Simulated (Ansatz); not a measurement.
One crystal and one scan (frozen-phonon scan) at two levels, PBE (plane waves to 420 eV, PAW, scalar-relativistic; Ansatz, a quantum-chemistry and plane-wave program) and r2SCAN (plane waves to 500 eV, PAW, scalar-relativistic; Ansatz), each from its own relaxed cell and on its own mesh. The cell shown is that of PBE.

Relaxed CuAu (CuAu type, space group P4/mmm):

```
CELL_PARAMETERS angstrom
      5.76304     0.00000     0.00000
      0.00000     2.88152     0.00000
      0.00000     0.00000     3.61476
ATOMIC_POSITIONS crystal
  Cu 0.25000 0.50000 0.50000
  Cu 0.75000 0.50000 0.50000
  Au 0.00000 0.00000 0.00000
  Au 0.50000 0.00000 0.00000
```

A phonon eigenvector at X = (0.5, 0.0, 0.0) is frozen into this cell: atom i moves by Q times the vector below, so Q is the largest atomic displacement, in Å. The cell is held. (q is in reciprocal vectors of the primitive cell; the cell shown is doubled to hold the pattern.)

```tsv
atom	x	y	z
Cu1	0.000	0.000	-1.000
Cu2	0.000	0.000	1.000
```

Atoms not listed stay in place.

CuAu is run without spin polarisation. CuAu was relaxed with its symmetry unable to fall. Spin-orbit coupling is left out, though Au is heavy. With partly filled bands, energies and forces of such displacements shift with the k mesh and the smearing. Percentages come from the unrounded values.

```
quantity                                                                                    PBE  r2SCAN     PBE − r2SCAN
----------------------------------------------------------------------------------------  -----  ------  ---------------
Lattice constant a (Å)                                                                    2.882   2.861  +0.021 (+0.7 %)
Lattice constant c (Å)                                                                    3.615   3.552  +0.063 (+1.8 %)
Relaxed volume (Å³/atom)                                                                  15.01   14.53   +0.48 (+3.3 %)
Harmonic wavenumber from the curvature (finite differences) (cm⁻¹ (negative: imaginary))    160     166        -6 (-4 %)
```

PBE gives the higher value for: lattice constant a; lattice constant c; relaxed volume. PBE gives the lower value for: harmonic wavenumber from the curvature. Both give the same shape of the curve: a single well with its minimum at or next to zero displacement.

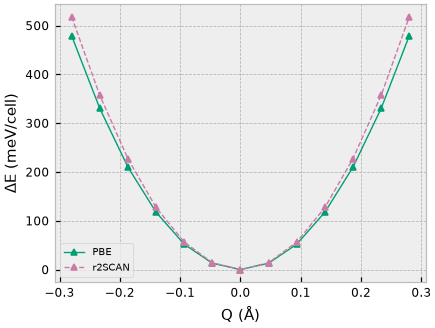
Figure. ΔE, each from the undisplaced structure of its own level.

(For displaced atoms, the force is minus the slope of the energy, and its curvature is a force constant, which sets phonon frequencies.)
